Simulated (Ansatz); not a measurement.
AlSi2H6ClO2: geometry relaxation (part 1 of 2)

- system: AlSi2H6ClO2
- method: RKS LDA/STO-3G (Ansatz 0.2.0)

It belongs to a series of runs on one base structure; here: start relaxed.

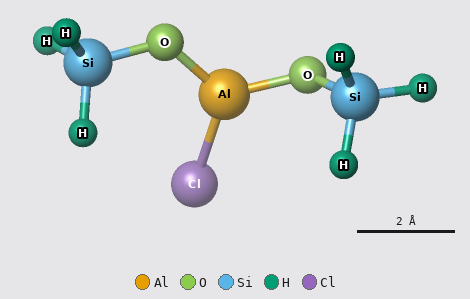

The input geometry (ball-and-stick view, seen at a tilt). Sticks mark near contacts. Bond lengths as drawn: Al–Cl 2.23 Å, Al–O 1.78 Å, H–Si 1.46 Å and O–Si 1.68 Å.

**The input**
```yaml
crystal:
  periodic: [false, false, false]
  atoms:
    - { symbol: Al, position_ang: [0.0, 0.0, 0.0] }
    - { symbol: O, position_ang: [0.0, 0.0, 1.78] }
    - { symbol: Si, position_ang: [-1.3147, -0.4067, 2.7436] }
    - { symbol: H, position_ang: [-2.239, -1.2403, 1.9804] }
    - { symbol: H, position_ang: [-0.8506, -1.1432, 3.9157] }
    - { symbol: H, position_ang: [-1.9987, 0.8095, 3.1733] }
    - { symbol: O, position_ang: [1.5415, 0.0, -0.89] }
    - { symbol: Si, position_ang: [2.3874, -1.376, -1.352] }
    - { symbol: H, position_ang: [1.4599, -2.3514, -1.9176] }
    - { symbol: H, position_ang: [3.3882, -1.0195, -2.3535] }
    - { symbol: H, position_ang: [3.0504, -1.9546, -0.187] }
    - { symbol: Cl, position_ang: [-1.9312, 0.0, -1.115] }
basis:
  gaussian: { orbitals: STO-3G }
hamiltonian:
  xc: lda
relax:
  f_tol: 0.02
  max_steps: 40
```

Run on 1 thread of Arm Neoverse V1, 24 GiB of memory available, shared host.

Launch command:
```bash
ansatz run input.yaml --threads 1 --pin off --max-ram 2048MiB --backend cpu --events-out ev --progress --plain --runs-dir out
```

**The program's output**
```
The last accepted step is kept in [file] (removed where the run ends without a failure and the disk answers)
Engine: ansatz 0.2.0, aarch64-unknown-linux-gnu
Functional definition: SPW92
  exchange = slater_x
  correlation = pw_c
680 factors; integrals over basis functions are off by at most 1.2e-5 eV
mean field evaluation 1: about -38441.2702 eV, gradient 4.7e1 eV
mean field evaluation 2: about -38393.3531 eV, gradient 1.4e2 eV
mean field evaluation 4: about -38448.4066 eV, gradient 1.4e1 eV
mean field evaluation 8: about -38448.9227 eV, gradient 3.6e-1 eV
mean field evaluation 16: about -38448.9232 eV, gradient 1.1e-5 eV
mean field -38448.92318043 eV, -1412.9718652646 hartree, gradient 1.1e-5 eV, S^2 0.000000; 0 other end points of the search recorded, 0 dependent functions left out
the calculation of the forces begins
reference -38448.92320614 eV, -1412.9718662095 hartree; 40, 40 occupied and 12, 12 virtual orbitals, 680 factors
relax step   1: F+E_penalty+E_count = -38448.92318043 eV  Δ(F+E_penalty+E_count) = +0.000e0 eV  max|allowed force component| = 3.181e0 eV/Å  Δτ_max = 0.0000 Å  (25 SCF iters, accepted)
these checks for a lower state are left out or cut short: starts, cluster_reference, orbital_swaps, neighbouring_geometries, increment
680 factors; integrals over basis functions are off by at most 1.6e-5 eV
mean field -38449.53930357 eV, -1412.9945073724 hartree, gradient 1.3e-5 eV, S^2 0.000000; 0 other end points of the search recorded, 0 dependent functions left out
[... from here on the field's lines of each further geometry are left out, up to the last ...]
relax step   2: F+E_penalty+E_count = -38449.53930357 eV  Δ(F+E_penalty+E_count) = -6.161e-1 eV  max|allowed force component| = 1.603e0 eV/Å  Δτ_max = 0.1914 Å  (26 SCF iters, accepted)
relax step   3: F+E_penalty+E_count = -38449.61882724 eV  Δ(F+E_penalty+E_count) = -7.952e-2 eV  max|allowed force component| = 4.743e-1 eV/Å  Δτ_max = 0.0917 Å  (25 SCF iters, accepted)
relax step   4: F+E_penalty+E_count = -38449.62839013 eV  Δ(F+E_penalty+E_count) = -9.563e-3 eV  max|allowed force component| = 6.806e-2 eV/Å  Δτ_max = 0.0370 Å  (22 SCF iters, accepted)
relax step   5: F+E_penalty+E_count = -38449.63776602 eV  Δ(F+E_penalty+E_count) = -9.376e-3 eV  max|allowed force component| = 6.605e-2 eV/Å  Δτ_max = 0.1096 Å  (24 SCF iters, accepted)
relax step   6: F+E_penalty+E_count = -38449.64281372 eV  Δ(F+E_penalty+E_count) = -5.048e-3 eV  max|allowed force component| = 8.299e-2 eV/Å  Δτ_max = 0.0820 Å  (21 SCF iters, accepted)
relax step   7: F+E_penalty+E_count = -38449.64817551 eV  Δ(F+E_penalty+E_count) = -5.362e-3 eV  max|allowed force component| = 2.761e-1 eV/Å  Δτ_max = 0.1951 Å  (24 SCF iters, accepted)
relax step   8: F+E_penalty+E_count = -38449.65410304 eV  Δ(F+E_penalty+E_count) = -5.928e-3 eV  max|allowed force component| = 1.053e-1 eV/Å  Δτ_max = 0.0308 Å  (23 SCF iters, accepted)
relax step   9: F+E_penalty+E_count = -38449.67468428 eV  Δ(F+E_penalty+E_count) = -2.058e-2 eV  max|allowed force component| = 7.754e-2 eV/Å  Δτ_max = 0.2000 Å  (25 SCF iters, accepted)
relax step  10: F+E_penalty+E_count = -38449.68871534 eV  Δ(F+E_penalty+E_count) = -1.403e-2 eV  max|allowed force component| = 2.503e-1 eV/Å  Δτ_max = 0.1479 Å  (24 SCF iters, accepted)
relax step  11: F+E_penalty+E_count = -38449.70522364 eV  Δ(F+E_penalty+E_count) = -1.651e-2 eV  max|allowed force component| = 4.736e-1 eV/Å  Δτ_max = 0.1953 Å  (25 SCF iters, accepted)
relax step  12: F+E_penalty+E_count = -38449.73553349 eV  Δ(F+E_penalty+E_count) = -3.031e-2 eV  max|allowed force component| = 4.123e-1 eV/Å  Δτ_max = 0.1545 Å  (24 SCF iters, accepted)
relax step  13: F+E_penalty+E_count = -38449.77703566 eV  Δ(F+E_penalty+E_count) = -4.150e-2 eV  max|allowed force component| = 1.667e-1 eV/Å  Δτ_max = 0.2000 Å  (25 SCF iters, accepted)
relax step  14: F+E_penalty+E_count = -38449.79460713 eV  Δ(F+E_penalty+E_count) = -1.757e-2 eV  max|allowed force component| = 2.978e-1 eV/Å  Δτ_max = 0.1996 Å  (24 SCF iters, accepted)
relax step  15: F+E_penalty+E_count = -38449.79924615 eV  Δ(F+E_penalty+E_count) = -4.639e-3 eV  max|allowed force component| = 3.040e-1 eV/Å  Δτ_max = 0.1951 Å  (25 SCF iters, accepted)
relax step  16: F+E_penalty+E_count = -38449.80717909 eV  Δ(F+E_penalty+E_count) = -7.933e-3 eV  max|allowed force component| = 1.324e-1 eV/Å  Δτ_max = 0.0708 Å  (24 SCF iters, accepted)
relax step  17: F+E_penalty+E_count = -38449.81567354 eV  Δ(F+E_penalty+E_count) = -8.494e-3 eV  max|allowed force component| = 2.715e-2 eV/Å  Δτ_max = 0.1132 Å  (25 SCF iters, accepted)
relax step  18: F+E_penalty+E_count = -38449.81760578 eV  Δ(F+E_penalty+E_count) = -1.932e-3 eV  max|allowed force component| = 1.503e-1 eV/Å  Δτ_max = 0.1695 Å  (24 SCF iters, accepted)
relax step  19: F+E_penalty+E_count = -38449.82078039 eV  Δ(F+E_penalty+E_count) = -3.175e-3 eV  max|allowed force component| = 6.700e-2 eV/Å  Δτ_max = 0.0189 Å  (23 SCF iters, accepted)
relax step  20: F+E_penalty+E_count = -38449.82471113 eV  Δ(F+E_penalty+E_count) = -3.931e-3 eV  max|allowed force component| = 1.923e-2 eV/Å  Δτ_max = 0.0972 Å  (22 SCF iters, accepted)
relax step  21: F+E_penalty+E_count = -38449.82545587 eV  Δ(F+E_penalty+E_count) = -7.447e-4 eV  max|allowed force component| = 2.925e-1 eV/Å  Δτ_max = 0.1953 Å  (24 SCF iters, accepted)
relax step  22: F+E_penalty+E_count = -38449.83003533 eV  Δ(F+E_penalty+E_count) = -4.579e-3 eV  max|allowed force component| = 8.168e-2 eV/Å  Δτ_max = 0.0198 Å  (22 SCF iters, accepted)
relax step  23: F+E_penalty+E_count = -38449.83260173 eV  Δ(F+E_penalty+E_count) = -2.566e-3 eV  max|allowed force component| = 1.064e-2 eV/Å  Δτ_max = 0.0697 Å  (22 SCF iters, accepted)
relax step  24: F+E_penalty+E_count = -38449.83015661 eV  Δ(F+E_penalty+E_count) = +2.445e-3 eV  max|allowed force component| = 2.909e-1 eV/Å  Δτ_max = 0.1958 Å  (24 SCF iters, rejected (line search))
relax step  25: F+E_penalty+E_count = -38449.83433372 eV  Δ(F+E_penalty+E_count) = -1.732e-3 eV  max|allowed force component| = 6.575e-2 eV/Å  Δτ_max = 0.0969 Å  (21 SCF iters, accepted)
relax step  26: F+E_penalty+E_count = -38449.83433654 eV  Δ(F+E_penalty+E_count) = -2.812e-6 eV  max|allowed force component| = 1.284e-1 eV/Å  Δτ_max = 0.0993 Å  (21 SCF iters, accepted)
relax step  27: F+E_penalty+E_count = -38449.83547852 eV  Δ(F+E_penalty+E_count) = -1.142e-3 eV  max|allowed force component| = 5.008e-2 eV/Å  Δτ_max = 0.0199 Å  (23 SCF iters, accepted)
relax step  28: F+E_penalty+E_count = -38449.83591246 eV  Δ(F+E_penalty+E_count) = -4.339e-4 eV  max|allowed force component| = 1.773e-3 eV/Å  Δτ_max = 0.0183 Å  (23 SCF iters, accepted)
the calculation of the forces begins
reference -38449.83609741 eV, -1413.0054143448 hartree; 40, 40 occupied and 12, 12 virtual orbitals, 684 factors
relax step  29: F+E_penalty+E_count = -38449.83607270 eV  Δ(F+E_penalty+E_count) = -1.602e-4 eV  max|allowed force component| = 8.014e-3 eV/Å  Δτ_max = 0.0293 Å  (23 SCF iters, accepted)
684 factors; integrals over basis functions are off by at most 3.4e-5 eV
mean field evaluation 192: about -38413.3442 eV, gradient 1.2e2 eV
```

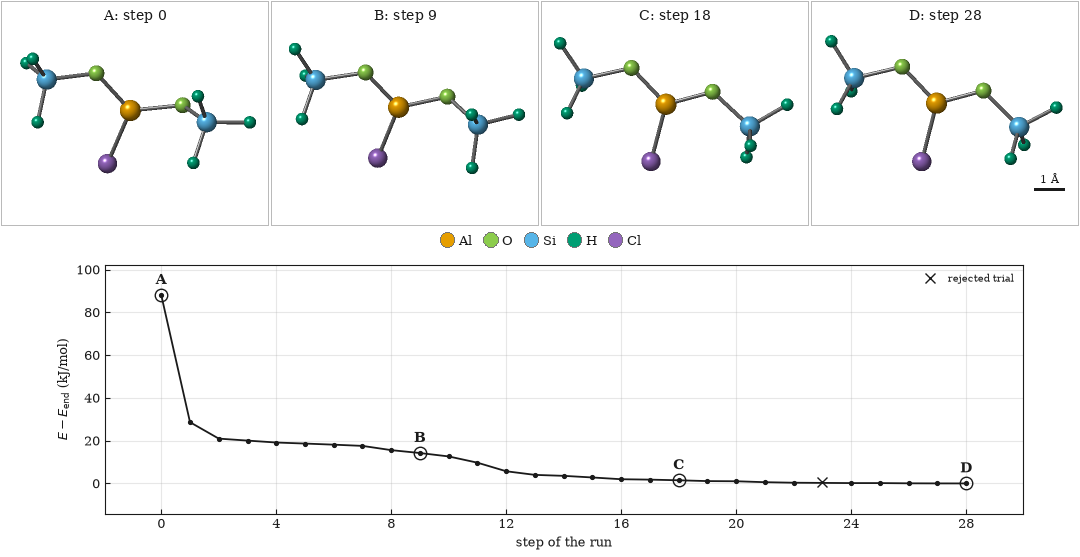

Frames of the relaxation (ball-and-stick view, seen at a tilt) above the curves, on which the letters mark them (the first geometry is step 0 here and step 1 in the log).

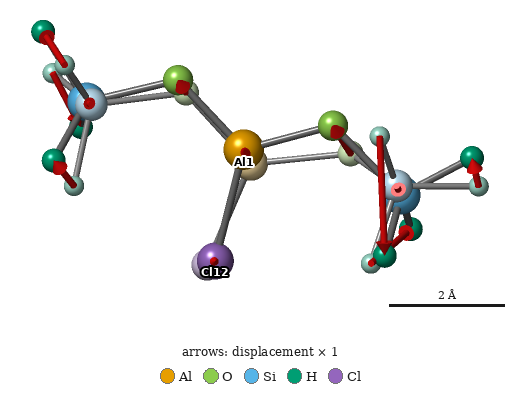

Start (faint) and end (solid) with the displacements as red arrows, at true length (ball-and-stick view, seen at a tilt). The two geometries are laid on each other by the best rigid fit. The largest moves after the best rigid fit, 2.15 Å, are those of H9 and H11. By element the largest moves are H 2.15 Å, Cl 1.50 Å, O 1.20 Å, Al 0.97 Å, Si 0.37 Å. Distances before and after: Al1–Cl12 2.230 → 2.086 Å, Al1–O2 1.780 → 1.673 Å, O2–Si3 1.680 → 1.703 Å, Si3–H5 1.460 → 1.452 Å. Among the angles that change: Al1–O7–Si8 125.0° → 118.3°, Al1–O2–Si3 125.0° → 118.5°, O7–Si8–H10 109.5° → 106.0°. The energy falls by 88.1 kJ/mol in 28 geometry steps. Largest force component: 3.2 eV/Å at the start, 0.008 eV/Å at the end. The line search rejected the trial step at point 23 (counted from 0) and went back. (Atoms are counted from 1 in the order of the input.)

```
mean field -38449.83607270 eV, -1413.0054134367 hartree, gradient 7.7e-5 eV, S^2 0.000000; 1 other end points of the search recorded, 0 dependent functions left out
the calculation of the forces begins
reference -38449.83609741 eV, -1413.0054143448 hartree; 40, 40 occupied and 12, 12 virtual orbitals, 684 factors
Total energy: -38449.83609741 eV, -1413.0054143448 hartree
Atom 0 at     0.383808    -0.673072     0.549620 Å, force     0.003938     0.007099     0.000210 eV/Å
Atom 1 at     0.103657    -0.081347     2.089015 Å, force     0.004892    -0.000355     0.001891 eV/Å
Atom 2 at    -1.473853    -0.177167     2.723148 Å, force    -0.007200    -0.002292    -0.001441 eV/Å
Atom 3 at    -1.955215    -1.550054     2.801378 Å, force     0.002490     0.003324     0.002546 eV/Å
Atom 4 at    -1.400853     0.373220     4.065020 Å, force    -0.001134    -0.000705    -0.003327 eV/Å
Atom 5 at    -2.424283     0.604859     1.943594 Å, force     0.001544    -0.001489     0.002301 eV/Å
Atom 6 at     1.944304    -0.546923    -0.041221 Å, force    -0.005770    -0.008014    -0.007749 eV/Å
Atom 7 at     2.269430    -1.150489    -1.600845 Å, force     0.006845     0.004885     0.000165 eV/Å
Atom 8 at     1.479575    -0.482890    -2.626849 Å, force    -0.002406    -0.001102     0.002716 eV/Å
Atom 9 at     3.676034    -0.887370    -1.847450 Å, force    -0.000145    -0.001813     0.002967 eV/Å
Atom 10 at     2.035513    -2.585482    -1.692783 Å, force    -0.001861     0.002278     0.000254 eV/Å
Atom 11 at    -1.144917    -1.525486    -0.584726 Å, force    -0.001193    -0.001814    -0.000533 eV/Å
Dipole moment:     0.243694     0.134849     0.182657 e Å
```

**Trajectory as extended XYZ (Å, eV, eV/Å), 29 frames, from step=1 to step=29**
```
12
Properties=species:S:1:pos:R:3:forces:R:3 step=1 energy=-38448.92318
Al    0.0000    0.0000    0.0000    0.6205  -0.6840   0.5669
O     0.0000    0.0000    1.7800    1.1119   0.2522  -3.1814
Si   -1.3147   -0.4067    2.7436   -0.7872  -0.0884  -0.3081
H    -2.2390   -1.2403    1.9804   -0.1384  -0.0049   0.2445
H    -0.8506   -1.1432    3.9157    0.0809   0.1198  -0.1466
H    -1.9987    0.8095    3.1733   -0.0121  -0.1075   0.0658
O     1.5415    0.0000   -0.8900   -2.4936   0.9217   1.4248
Si    2.3874   -1.3760   -1.3520   -0.4710  -0.2388   0.1661
H     1.4599   -2.3514   -1.9176    0.2102  -0.1795  -0.0288
H     3.3882   -1.0195   -2.3535   -0.1406   0.0869   0.1558
H     3.0504   -1.9546   -0.1870    0.0669  -0.1439  -0.1005
Cl   -1.9312    0.0000   -1.1150    1.9524   0.0664   1.1415
12
Properties=species:S:1:pos:R:3:forces:R:3 step=2 energy=-38449.53930
Al    0.0303   -0.1306    0.0416    0.8897   0.2327   0.5358
O     0.0596   -0.0230    1.7533    0.3322  -0.0250  -1.6034
Si   -1.3163   -0.3841    2.6704   -0.3374  -0.1879   0.1949
H    -2.2799   -1.2263    1.9675    0.0161   0.0730   0.0390
H    -0.8492   -1.1051    3.8455   -0.0059   0.0194  -0.0342
H    -1.9840    0.8279    3.1293    0.0410   0.0030  -0.1034
O     1.4932    0.0352   -0.8496   -1.2277   0.1548   0.7646
Si    2.3272   -1.3456   -1.3329    0.0804  -0.3174  -0.0054
H     1.4582   -2.3608   -1.9257    0.0478   0.0452   0.0043
H     3.3227   -0.9462   -2.3156   -0.0684   0.0394   0.0460
H     3.0207   -1.9725   -0.2087   -0.0395   0.0148  -0.0443
Cl   -1.7893   -0.0510   -0.9972    0.2717  -0.0519   0.2060
12
Properties=species:S:1:pos:R:3:forces:R:3 step=3 energy=-38449.61883
Al    0.0426   -0.1120    0.0488    0.4743   0.0541   0.1831
O     0.1051   -0.0712    1.7206   -0.0401  -0.0467  -0.2289
Si   -1.2921   -0.4021    2.6332   -0.0629  -0.0060   0.1534
H    -2.2721   -1.2320    1.9441    0.0377   0.0013  -0.0164
H    -0.8340   -1.1058    3.8203   -0.0378   0.0127   0.0043
H    -1.9449    0.8331    3.0466    0.0448   0.0030  -0.0418
O     1.4676    0.0591   -0.8275   -0.2005  -0.0375   0.1178
Si    2.2903   -1.3382   -1.2994    0.1290  -0.0085  -0.0665
H     1.4319   -2.3555   -1.8990   -0.0272   0.0435   0.0167
H     3.2769   -0.9260   -2.2820    0.0181  -0.0217  -0.0008
H     2.9864   -1.9632   -0.1784   -0.0385   0.0156  -0.0010
Cl   -1.7646   -0.0684   -0.9494   -0.2970  -0.0099  -0.1199
12
Properties=species:S:1:pos:R:3:forces:R:3 step=4 energy=-38449.62839
Al    0.0482   -0.1310    0.0544   -0.0156   0.0459  -0.0471
O     0.1102   -0.1070    1.7205   -0.0681  -0.0446   0.0176
Si   -1.2944   -0.3994    2.6385    0.0086  -0.0059   0.0480
H    -2.2775   -1.2229    1.9477    0.0012   0.0011   0.0013
H    -0.8575   -1.0976    3.8363   -0.0197   0.0228   0.0110
H    -1.9236    0.8556    3.0264    0.0284  -0.0020  -0.0265
O     1.4652    0.0563   -0.8186    0.0123  -0.0287  -0.0274
Si    2.2996   -1.3294   -1.3080    0.0172   0.0002  -0.0004
H     1.4328   -2.3365   -1.9111   -0.0037   0.0192  -0.0188
H     3.2912   -0.9148   -2.2845    0.0080   0.0014   0.0066
H     2.9811   -1.9647   -0.1850    0.0033   0.0056  -0.0042
Cl   -1.7821   -0.0909   -0.9387    0.0281  -0.0149   0.0398
12
Properties=species:S:1:pos:R:3:forces:R:3 step=5 energy=-38449.63777
Al    0.0610   -0.1855    0.0798   -0.0090   0.0231   0.0412
O     0.1074   -0.2119    1.7481   -0.0131   0.0238  -0.0631
Si   -1.3215   -0.3838    2.6581    0.0565  -0.0232  -0.0273
H    -2.3268   -1.1991    1.9926   -0.0301  -0.0131   0.0117
H    -0.9245   -1.0327    3.8938   -0.0265  -0.0058   0.0661
H    -1.8982    0.9163    2.9702    0.0192   0.0086  -0.0280
O     1.4753    0.0388   -0.7899    0.0122  -0.0479   0.0055
Si    2.3213   -1.3171   -1.3414   -0.0374   0.0214   0.0245
H     1.4573   -2.2949   -1.9935    0.0038   0.0016  -0.0251
H     3.3149   -0.8534   -2.2924    0.0117   0.0148  -0.0068
H     3.0027   -2.0009   -0.2476    0.0022  -0.0005   0.0035
Cl   -1.7758   -0.1581   -0.8999    0.0105  -0.0029  -0.0022
12
Properties=species:S:1:pos:R:3:forces:R:3 step=6 energy=-38449.64281
Al    0.0693   -0.1987    0.0992    0.0144   0.0112  -0.0108
O     0.1157   -0.2501    1.7666    0.0042   0.0141  -0.0521
Si   -1.3241   -0.3852    2.6642    0.0321  -0.0268  -0.0291
H    -2.3176   -1.2368    2.0289   -0.0320  -0.0338  -0.0067
H    -0.9465   -0.9667    3.9373   -0.0041  -0.0138   0.0830
H    -1.9110    0.9243    2.8965   -0.0142   0.0599  -0.0021
O     1.4842    0.0322   -0.7664    0.0159  -0.0334   0.0208
Si    2.3203   -1.3135   -1.3540   -0.0192   0.0449   0.0150
H     1.4519   -2.2581   -2.0448   -0.0135  -0.0228  -0.0364
H     3.3267   -0.8293   -2.2808    0.0128   0.0142  -0.0083
H     2.9857   -2.0384   -0.2780    0.0074  -0.0132   0.0156
Cl   -1.7615   -0.1619   -0.8906   -0.0039  -0.0006   0.0109
12
Properties=species:S:1:pos:R:3:forces:R:3 step=7 energy=-38449.64818
Al    0.0916   -0.2351    0.1405   -0.0052  -0.0148  -0.0142
O     0.1260   -0.3306    1.8074   -0.0508   0.0189   0.0234
Si   -1.3384   -0.3822    2.6798   -0.0729   0.0791   0.2034
H    -2.2999   -1.3272    2.1150    0.0716   0.0837   0.0617
H    -0.9950   -0.8072    4.0386   -0.0556   0.0890  -0.2761
H    -1.9526    0.9492    2.7424    0.0906  -0.2490  -0.0212
O     1.5130    0.0116   -0.7070    0.0664  -0.0960  -0.0034
Si    2.3241   -1.3065   -1.3884   -0.0227  -0.0426  -0.0152
H     1.4468   -2.1726   -2.1791    0.0740   0.0908   0.0698
H     3.3620   -0.7688   -2.2548   -0.0377  -0.0304   0.0499
H     2.9491   -2.1372   -0.3569   -0.0526   0.0709  -0.0957
Cl   -1.7335   -0.1757   -0.8595   -0.0051   0.0003   0.0175
12
Properties=species:S:1:pos:R:3:forces:R:3 step=8 energy=-38449.65410
Al    0.0974   -0.2471    0.1479   -0.0113   0.0137  -0.0100
O     0.1253   -0.3227    1.8158   -0.0639   0.0039   0.0428
Si   -1.3426   -0.3772    2.6844    0.0171   0.0653   0.0330
H    -2.2965   -1.3284    2.1285    0.0184   0.0069   0.0183
H    -1.0022   -0.7869    4.0404   -0.0132   0.0425  -0.1026
H    -1.9661    0.9433    2.7289    0.0400  -0.1053   0.0004
O     1.5207    0.0040   -0.6956    0.0524  -0.0927   0.0077
Si    2.3260   -1.3073   -1.3964   -0.0201   0.0348   0.0023
H     1.4468   -2.1517   -2.2017    0.0297   0.0348   0.0225
H     3.3719   -0.7641   -2.2470   -0.0217  -0.0125   0.0200
H     2.9421   -2.1546   -0.3781   -0.0261   0.0172  -0.0400
Cl   -1.7296   -0.1895   -0.8492   -0.0013  -0.0086   0.0058
12
Properties=species:S:1:pos:R:3:forces:R:3 step=9 energy=-38449.67468
Al    0.1411   -0.2903    0.2073    0.0237   0.0341   0.0183
O     0.1127   -0.2769    1.8774   -0.0035   0.0099  -0.0164
Si   -1.3745   -0.3438    2.7053   -0.0014   0.0110  -0.0166
H    -2.2684   -1.3713    2.1892    0.0095  -0.0110   0.0041
H    -1.0538   -0.6517    4.0882    0.0029   0.0110  -0.0029
H    -2.0616    0.9394    2.6545    0.0041  -0.0023  -0.0041
O     1.6034   -0.0545   -0.5710    0.0009  -0.0775   0.0336
Si    2.3331   -1.3067   -1.4417   -0.0483   0.0412   0.0202
H     1.4084   -2.0169   -2.3195    0.0041   0.0189   0.0060
H     3.3927   -0.7193   -2.2428   -0.0090   0.0059   0.0083
H     2.9202   -2.2831   -0.5298   -0.0063  -0.0095  -0.0318
Cl   -1.6601   -0.3070   -0.8393    0.0234  -0.0316  -0.0187
```
